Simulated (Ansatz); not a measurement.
# Lattice dynamics of Ca(111) slab, 5 layers, part 2 of 2

How does Ca(111) slab, 5 layers vibrate, and is this structure a minimum?

Ansatz 0.2.0; DFT LDA, scalar-relativistic, plane waves, PAW.

So far. Step 2 (Bringing the structure to rest): The program solves this slab on a cell height of its own, 49.2 Å, in place of the one typed.

### Step 3. Tight relaxation

Phonons need a cell at rest on their own settings, so the relaxation is repeated with tight tolerances on forces and stress on the k mesh and occupations of the first response run.

The input, input.yaml:

```yaml
crystal:
  lattice:
    - [3.8036512405, -2.8233e-06, 0.0]
    - [-1.9018231752, 3.2940600131, 0.0]
    - [0.0, 0.0, 49.2033645503]
  atoms:
    - { symbol: Ca, position: [0.0, 0.0, 0.1392122894] }
    - { symbol: Ca, position: [0.3333333333, 0.6666666667, 0.199476256] }
    - { symbol: Ca, position: [0.6666666667, 0.3333333333, 0.2611783791] }
    - { symbol: Ca, position: [0.0, 0.0, 0.3228805022] }
    - { symbol: Ca, position: [0.3333333333, 0.6666666667, 0.3831444688] }
  periodic: [true, true, false]
kpoints:
  mp_grid: { grid: [9, 9, 1] }
hamiltonian:
  xc: lda
scf:
  occupations: { method: methfessel_paxton, width: 0.15 }
output:
  forces: true
  stress: true
  eigenvalues: true
relax:
  adjacent_minimum: "off"
  f_tol: 0.001
  max_steps: 60
  cell: { stress_2d_tol: 0.002 }
```

The run is started by

```sh
> ansatz run input.yaml --threads 8 --pin off --max-ram 14336MiB --backend cpu --events-out ev --progress --plain --runs-dir out
```

Numbers of over 12 decimals in the logs are rounded to 6 here.

The log of the run:

```text
[...]
Crystal: 5 atoms, lattice volume = 616.491 Å³
Basis set: ecut = 420 eV, 12081 PW (Γ)
Bands: 30, of which v1, the nominal top of the filled ones, is band 25 counted from 1 (24 counted from 0)
Symmetry: 12 space group operations
[...]
k-points: 12 of 81
[...]
--- Relaxed structure (5 steps of the walk, 4 accepted, 1 SCFs on fresh bases) ---
[...]
cell:  # Å, volume = 617.6366 Å³
    - [3.807183, -2.8259220315244895e-6, 0]
    - [-1.903589, 3.297119, 0]
    - [0, 0, 49.2033645503]
  atoms:
[...]
- { symbol: Ca, position: [0.333333, 0.666667, 0.199583] }
    - { symbol: Ca, position: [0.666667, 0.333333, 0.2611783791] }
[...]
- { symbol: Ca, position: [0.333333, 0.666667, 0.382891] }
[key lines of the parts left out:]
SCF converged after 5 iterations
Free energy (F): -8862.153338 eV
Fermi energy:    -2.915716 eV
P = ½ c Tr σ = 0.0004 N/m
```

Run time: 14 s. Hardware: 8 threads of Arm Neoverse V2, shared host; peak memory 1.2 GiB.

Relaxation path:

```tsv
step	energy less that of the first step (eV)	largest force component (eV/Å)	volume (Å³)
1	0.0000	0.0052	616.49
2	0.0000	0.0028	616.81
3	-0.0001	0.0009	617.64
4	-0.0001	0.0023	617.66
5	-0.0001	0.0000	617.64
6*	-0.0001	0.0000	617.64
```

Relaxation steps marked * repeat the geometry before them on a plane-wave basis chosen anew for their cell, so energy and pressure can jump there. Relaxation step 4 was tried and not accepted.

The run keeps the 12 symmetry operations that it works with, so distortions that break them were not tested.

```tsv
cell as run	before	after	change
a (Å)	3.804	3.807	+0.1 %
b (Å)	3.804	3.807	+0.1 %
```

The atoms that moved most (Å, along periodic axes as changes of fractional coordinates times the final cell, across vacuum about the mean position):

```tsv
atom	dx	dy	dz	length
Ca5	0.000	0.000	-0.012	0.012
Ca1	0.000	0.000	0.012	0.012
Ca4	0.000	0.000	-0.005	0.005
Ca2	0.000	0.000	0.005	0.005
```

The relaxed structure:

```xyz
5
Lattice="3.8072 0.0000 0.0000 -1.9036 3.2971 0.0000 0.0000 0.0000 49.2034" Properties=species:S:1:pos:R:3
Ca    0.0000    0.0000    6.8622
Ca    0.0000    2.1981    9.8202
Ca    1.9036    1.0990   12.8509
Ca    0.0000    0.0000   15.8816
Ca    0.0000    2.1981   18.8395
```

This step gave:

```yaml
area_per_atom: 2.511 Å²
```

The largest force component left is 0.018 meV/Å, within the tolerances set.

### Step 4. Linear response at the zone centre

The zone centre comes first: it holds the modes that light can see, as far as symmetry allows. No field response is asked, since the mesh shows no gap.

The input, input.yaml:

```yaml
crystal:
  lattice:
    - [3.8071833642, -2.8259e-06, 0.0]
    - [-1.9035892348, 3.2971189232, 0.0]
    - [0.0, 0.0, 49.2033645503]
  atoms:
    - { symbol: Ca, position: [0.0, 0.0, 0.1394661678] }
    - { symbol: Ca, position: [0.3333333333, 0.6666666667, 0.1995830731] }
    - { symbol: Ca, position: [0.6666666667, 0.3333333333, 0.2611783791] }
    - { symbol: Ca, position: [0.0, 0.0, 0.3227736851] }
    - { symbol: Ca, position: [0.3333333333, 0.6666666667, 0.3828905904] }
  periodic: [true, true, false]
kpoints:
  mp_grid: { grid: [9, 9, 1] }
hamiltonian:
  xc: lda
scf:
  occupations: { method: methfessel_paxton, width: 0.15 }
output:
  eigenvalues: true
phonons:
  method: dfpt
```

The log of the run:

```text
Warning: crystal.symmetry: narrowed to the stabiliser of the run's FFT grids — unitary ops 12 → 6. A phonons.method: dfpt run fills in the rows of the dynamical matrix that it does not solve by its symmetry operations, which is exact only for operations that map its FFT grids onto themselves: filled in by any other, the frequencies could depend on the order in which like atoms are typed, or, by more than the grids' own error, on where the crystal sits among the grids' points. Excluded: 6 operations. The run can therefore solve more perturbations, solve them on more k-points, or both, and cost more. [rest of the remark cut]
[...]
Crystal: 5 atoms, lattice volume = 617.637 Å³
Basis set: ecut = 420 eV, 12081 PW (Γ), exchange–correlation on 54×54×720 points (8 copies of the dense FFT grid, shifted against one another)
Bands: 30, of which v1, the nominal top of the filled ones, is band 25 counted from 1 (24 counted from 0)
Symmetry: 12 space group operations
k-points: 25 of 81 (irreducible under 2 space group operations, time reversal used)
[...]
SCF iter   1: F=—  HF=-8862.164878 eV  |F-HF|=—  |Δ(HF+E_count)|=         —  Δρ=2.55e-3  dr2=3.80e-1  ethr=1.77e-3  ⟨swp⟩=22.1  Hψ=14831  notcnv=0  defer=2
automatic band count: the SCF goes on with 35 bands, as 30 were too few: they end inside the smearing window of the response
[...]
SCF iter   2: F=—  HF=-8862.153527 eV  |F-HF|=—  |Δ(HF+E_count)|=   1.14e-2  S|Δr|=    0.00e0  Δρ=6.85e-4  dr2=4.74e-3  ethr=7.60e-4  ⟨swp⟩=2.1  Hψ=1186  notcnv=0  defer=20
[...]
SCF iter  12: F=-8862.153331 eV  HF=-8862.153331 eV  |F-HF|=4.55e-11  |Δ(HF+E_count)|=  2.38e-10  S|Δr|=    0.00e0  Δρ=2.13e-8  dr2=9.96e-12  ethr=1.00e-12  ⟨swp⟩=24.5  Hψ=5962  notcnv=0
SCF 1 converged in 12 iterations: F = -8862.153331 eV  dr2 = 9.96e-12
[...]
DFPT response loops at Γ: preconditioner auto → none (partly filled bands, converged f_vac=0.647); β = 0.50; Broyden in place of MSR1
SCF converged after 12 iterations
[...]
Free energy (F): -8862.153331 eV
[...]
Internal energy: -8862.148472 eV  (E = F + TS)
E sigma→0 (E₀):  -8862.152116 eV
Entropy (-TS):   -0.004859 eV (-0.972 meV/atom)
Fermi energy:    -2.915743 eV
Step filling:    the computed levels leave a gap of 0.0000 eV = 0.0 smearing widths at the electron count; against every level under it full and every level over it empty, smearing changes F+E_penalty+E_count by -4.259 meV and its σ→0 estimate by -3.044 meV
[...]
--- Band table (eV; the first three rows and the last of 25) ---
  k-point 0: bands = [... 21 lower, -6.6750, -6.0376, -5.2181, -4.4098, -2.9041, -2.6821, -2.2296, -1.6746 (-1.6746°), ... 6 higher]
  k-point 1: bands = [... 21 lower, -6.4796, -5.8485, -5.0358, -4.2286, -2.8724, -2.6028, -2.1934, -1.6976 (-1.6976°), ... 6 higher]
  k-point 2: bands = [... 21 lower, -5.9218, -5.3144, -4.5309, -3.7433, -2.8096, -2.4213, -2.1284, -1.8392, ... 6 higher]
  k-point 24: bands = [... 21 lower, -4.6178, -4.0999, -3.4498, -2.8233, -2.6492, -2.4534, -2.4048, -2.3089, ... 6 higher]
  ° read free of the cell's end (the report's vacuum.weakly_bound_levels)
--- Phonons (Γ-DFPT): 10 representative perturbations + reference, on 25 of 81 k-points (Σ response iterations 64) ---
  ASR residual: 3.765e-5 → 0.000e0 eV/Å²; symmetrization residual: 9.323e-6 eV/Å²
  The last average, over the group as it would stand without the narrowing to the FFT grids, took up to 3.386e-6 eV/Å² of the zone centre's force constants
  ASR residual per site (eV/Å²): 2.16e-5 2.12e-5 3.77e-5 1.42e-5 1.87e-5
  Γ frequencies (cm⁻¹): 0.00 0.00 0.00 21.47 21.47 47.80 47.80 48.99 71.65 71.65 82.95 82.95 104.92 142.27 161.67
  non-analytic LO–TO correction: not included (Born effective charges unavailable; polar crystals: no LO–TO splitting at Γ)
```

Wall time 2.5 min (8 threads); peak memory 2.5 GiB.

The column dr2 measures how far the density is from self-consistency, as an energy; F and HF (Harris–Foulkes) agree once it is small.

This step gave:

```yaml
sum_rule_residual_before_enforcement: 3.77e-5 eV/Å²
point_group: -3m
highest_optical_mode_at_the_zone_centre_no_lo_to_term: 161.7 cm⁻¹
lowest_optical_zone_centre_mode: 21.47 cm⁻¹
```

Patterns of degenerate modes are one choice out of their space. Modes at Γ:

```tsv
mode	frequency (cm⁻¹)	symmetry
1	0.0	acoustic
2	0.0	acoustic
3	0.0	acoustic
4	21.5	Eg
5	21.5	Eg
6	47.8	Eu
7	47.8	Eu
8	49.0	A1g
9	71.7	Eg
10	71.7	Eg
11	83.0	Eu
12	83.0	Eu
13	104.9	A2u
14	142.3	A1g
15	161.7	A2u
```

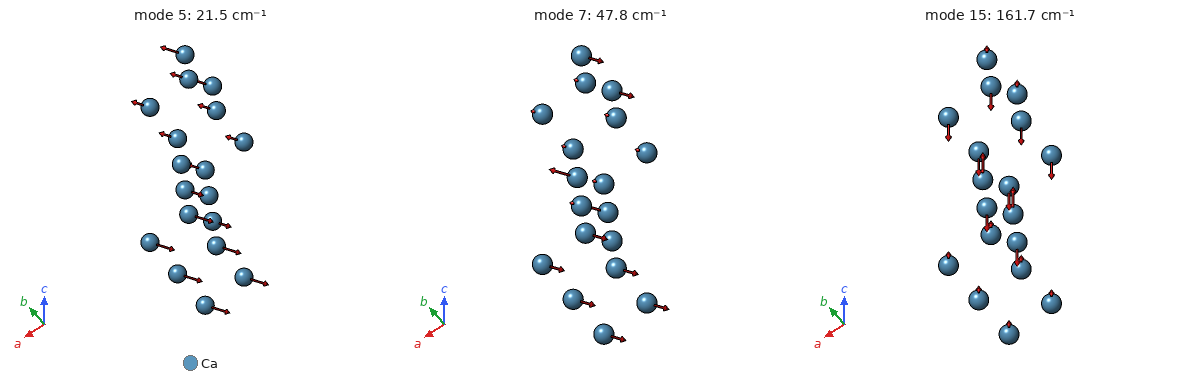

Displacement patterns of modes 5, 7 and 15 at Γ; arrows are exaggerated. 1×2×1 cells are drawn. Some periodic images of atoms are drawn too.

Before it was imposed, the acoustic sum rule was missed by 3.8e-5 eV/Å². Small misses are needed for a sound result but don't prove that mesh and cutoff are converged. The lowest optical mode is real, 21.5 cm⁻¹.

### Step 5. The dispersion

Stability and thermal properties need the whole zone. Linear response on a 3×3×1 q mesh gives force constants as far as a supercell of that size would.

input.yaml, as its differences from that of step 4:

```diff
@@ -22 +22,10 @@
   method: dfpt
+  qmesh: [3, 3, 1]
+  temperatures: { t_max: 1000, t_step: 50 }
+  qpath:
+    path:
+      - [0.0, 0.0, 0.0]
+      - [0.5, 0.0, 0.0]
+      - [0.33333333, 0.33333333, 0.0]
+      - [0.0, 0.0, 0.0]
+    npoints: 10
```

The log of the run:

```text
[...]
Crystal: 5 atoms, lattice volume = 617.637 Å³
Basis set: ecut = 420 eV, 12081 PW (Γ), exchange–correlation on 54×54×720 points (8 copies of the dense FFT grid, shifted against one another)
Bands: 30, of which v1, the nominal top of the filled ones, is band 25 counted from 1 (24 counted from 0)
Symmetry: 12 space group operations
k-points: 12 of 81 (irreducible under 6 space group operations, time reversal used)
[...]
SCF iter   1: F=—  HF=-8862.163524 eV  |F-HF|=—  |Δ(HF+E_count)|=         —  Δρ=2.53e-3  dr2=3.74e-1  ethr=1.77e-3  ⟨swp⟩=21.6  Hψ=7004  notcnv=0  defer=2
[...]
SCF iter  12: F=-8862.153331 eV  HF=-8862.153331 eV  |F-HF|=1.73e-10  |Δ(HF+E_count)|=  1.20e-10  S|Δr|=    0.00e0  Δρ=1.53e-8  dr2=3.12e-12  ethr=1.00e-12  ⟨swp⟩=28.7  Hψ=3097  notcnv=0
SCF 1 converged in 12 iterations: F = -8862.153331 eV  dr2 = 3.12e-12
[...]
phonons: the bands overlap, so this run is a metal and interpolates without the dipole-dipole term. If the crystal is really an insulator or semiconductor, its LO-TO splitting is missing
NSCF: frozen V_eff on 12 k-points
[...]
DFPT response loops at q = (0, 0, 0) (fractional): preconditioner auto → none (partly filled bands, converged f_vac=0.647); β = 0.50; Broyden in place of MSR1
[...]
SCF converged after 12 iterations
[...]
Free energy (F): -8862.153331 eV
[...]
Internal energy: -8862.148472 eV  (E = F + TS)
E sigma→0 (E₀):  -8862.152116 eV
Entropy (-TS):   -0.004859 eV (-0.972 meV/atom)
Fermi energy:    -2.915743 eV
[...]
--- Band table (eV; the first three rows and the last of 12) ---
  k-point 0: bands = [... 21 lower, -6.6750, -6.0376, -5.2181, -4.4098, -2.9041, -2.6821, -2.2296, -1.6746 (-1.6746°), ... 6 higher]
  k-point 1: bands = [... 21 lower, -6.4796, -5.8485, -5.0358, -4.2286, -2.8724, -2.6028, -2.1934, -1.6976 (-1.6976°), ... 6 higher]
  k-point 2: bands = [... 21 lower, -5.9218, -5.3144, -4.5309, -3.7433, -2.8096, -2.4213, -2.1284, -1.8392, ... 6 higher]
  k-point 11: bands = [... 21 lower, -3.1535, -3.1535, -3.0523, -2.9460, -2.9460, -2.7134, -2.5264, -2.5264, ... 6 higher]
  ° read free of the cell's end (the report's vacuum.weakly_bound_levels)
--- Phonons (Γ-DFPT): 10 representative perturbations + reference (Σ response iterations 63) ---
  ASR residual: 3.504e-5 → 0.000e0 eV/Å²; symmetrization residual: 6.306e-6 eV/Å²
[...]
ASR residual per site (eV/Å²): 5.60e-6 2.93e-5 3.50e-5 2.63e-5 1.23e-5
[...]
--- Phonons (arbitrary-q DFPT): 3 irreducible q on the 3×3×1 mesh ---
  q = [0.0000, 0.0000, 0.0000] (star 1, of the zone-centre solve; hermiticity 3.89e-6, symmetrization 1.42e-6, taken by the last average 1.58e-6): 0.00 0.00 0.00 21.47 21.47 47.80 47.80 48.99 71.65 71.65 82.95 82.95 104.92 142.27 161.67
  q = [0.0000, 0.3333, 0.0000] (star 6, 15 solved perturbations in 1035 linear systems a pass and spin channel, the states on 81 of 81 k-point pairs; hermiticity 2.96e-6, symmetrization 1.18e-6, taken by the last average 1.20e-6): 60.05 64.43 73.64 76.97 95.83 102.32 114.61 120.23 123.91 131.61 134.22 144.92 150.11 151.69 166.82
[...]
sum rule: each row above includes the acoustic sum rule's correction from the zone centre's row sums; it moved no ω² by more than (0.49 cm⁻¹)²
  mesh force constants: q→R imaginary residual 0.00e0; ASR residual 3.504e-5 → 0.000e0 eV/Å²; symmetrization residual 1.776e-15 eV/Å²
  interpolated dispersion: 31 rows × 15 modes
  density of states and harmonic sums: on the 21×21×1 q-mesh, interpolated from the force constants of a 3×3×1 supercell (no non-analytic term)
  largest difference from the sums on the solved wave vectors: F 7.66e-2 eV, S 1.05e-4 and C_V 2.81e-5 eV/K
  zero-point energy: 0.104862 eV/cell   skipped modes (ω ≤ 0): 3   left out of the sums: 4.54e-4 of the cell's modes: C_V's classical limit lies that fraction below 3 k_B per atom; for a crystal, a wire or a layer, F and S can be off by more, and a phonons.interpolated_qmesh denser along its periods is the remedy for the sampling
```

Elapsed: 14 min, on 8 threads; peak memory 4.6 GiB; 1.8 h of CPU time.

Numbers from this step:

- sum-rule residual before enforcement: 3.50e-5 eV/Å²
- lowest frequency on the path: 0 cm⁻¹
- highest frequency on the path or at a solved wavevector: 178.4 cm⁻¹
- mean frequency: 112.8 cm⁻¹
- lowest mode on the q mesh (acoustic modes at Γ apart): 21.47 cm⁻¹
- zero-point energy per atom: 20.97 meV
- heat capacity at 300 K: 24.28 J/(mol atoms K)
- vibrational entropy at 300 K: 42.23 J/(mol atoms K)

Frequencies (cm⁻¹) solved at each irreducible wavevector; negative means imaginary. Frequencies by wavevector, by row:

```tsv
q in reciprocal lattice units	star	mode 1	mode 2	mode 3	mode 4	mode 13	mode 14	mode 15
0 0 0	1	0	0	0	21.5	104.9	142.3	161.7
0 0.3333 0	6	60	64.4	73.6	77	150.1	151.7	166.8
0.3333 0.3333 0	2	86.1	86.1	103.3	104.3	159.7	159.7	160.2
```

Interpolated from a 3×3×1 q mesh. The phonon branches at the labelled points (cm⁻¹):

```tsv
point	branch 1	branch 2	branch 3	branch 4	branch 12	branch 13	branch 14	branch 15
Γ	0	0	0	22	83	105	142	162
M	73	74	82	87	158	163	166	178
K	86	86	103	104	152	160	160	160
Γ	0	0	0	22	83	105	142	162
```

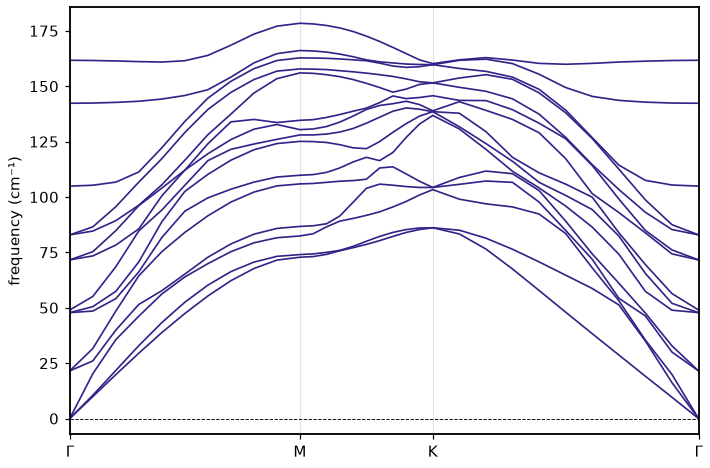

Phonon branches along the path.

The phonon density of states has structure finer than the step of the table below, so its rows give means over 10 cm⁻¹, whole bins alone (the curve runs from 1 to 179 cm⁻¹). Peaks (cm⁻¹: height): 105.0: 0.213, 143.0: 0.174, 155.0: 0.180, 161.0: 0.348.

Tetrahedra on a 21×21×1 mesh, mean over bins of 2 cm-1. Interpolated from a 3×3×1 q mesh. Phonon density of states against wavenumber; means over each step:

```tsv
wavenumber (cm⁻¹)	phonon density of states (1/cm⁻¹/cell)
10	0.00369
20	0.00871
30	0.0155
40	0.0227
50	0.0416
60	0.0616
70	0.0991
80	0.122
90	0.108
100	0.126
110	0.153
120	0.124
130	0.126
140	0.136
150	0.131
160	0.170
170	0.0404
```

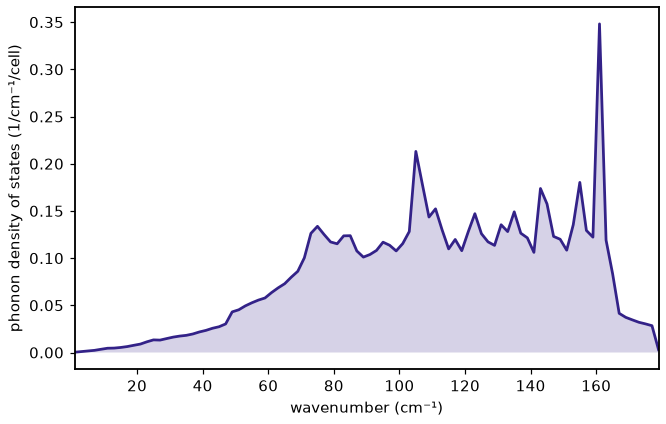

Phonon density of states against wavenumber.

Harmonic thermodynamic functions per atom, from the density of states. Interpolated from a 3×3×1 q mesh. Thermodynamic functions, by row:

```tsv
T (K)	F_vib (meV/atom)	S (J/mol-atom/K)	C_V (J/mol-atom/K)
0	20.97	0	0
100	13.84	17.26	19.88
200	-12.65	32.52	23.49
300	-51.7	42.23	24.28
400	-99.27	49.25	24.56
500	-153.3	54.75	24.69
600	-212.4	59.26	24.77
700	-275.9	63.08	24.81
800	-343	66.39	24.84
900	-413.4	69.32	24.86
1000	-486.6	71.94	24.87
```

Symmetry leaves 3 wavevectors to solve. The lowest mode among them, the acoustic zeros apart, lies at Γ and is real, 21.5 cm⁻¹.

### Step 6. What came out

| Quantity | Value |
| --- | --- |
| space group after relaxation (within 0.01 Å) | P-3m1 |
| area per atom | 2.51 Å² |
| electronic character | no gap on this mesh |
| highest optical mode at the zone centre (no LO-TO term) | 162 cm⁻¹ |
| lowest optical zone-centre mode | 21.5 cm⁻¹ |
| lowest mode on the q mesh (acoustic modes at Γ apart) | 21.5 cm⁻¹ |
| highest frequency on the path or at a solved wavevector | 178 cm⁻¹ |
| zero-point energy per atom | 21.0 meV |
| heat capacity at 300 K | 24.3 J/(mol atoms K) |
| vibrational entropy at 300 K | 42.2 J/(mol atoms K) |
| imaginary modes on the 3×3×1 q mesh | none |

What this shows: The structure is a minimum as far as tested: no mode is imaginary at the 3 irreducible wavevectors of the 3×3×1 mesh, and the softest away from the acoustic zeros lies at 21 cm⁻¹. The optical modes at Γ span 21 to 162 cm⁻¹. With no gap, or one that is small against the smearing, the frequencies hang on the k mesh and the smearing, most of all near Kohn anomalies. In a sheet or slab the interpolated bending branch near Γ is rough, since the rotational sum rule isn't imposed. The starting cell was built on a prototype and not taken from a measurement. These are harmonic frequencies at zero temperature: anharmonic shifts, linewidths and thermal expansion are left out.

[Logs are printed without paths, hosts, clocks, repeated set-up lines and the standing remarks that a program may print on its own settings, such as how far it seeks lower states.]

[Hosts, paths, dates, database ids (printed as entryN), source tags and the programs' standing remarks are cut or masked in the printed files.]
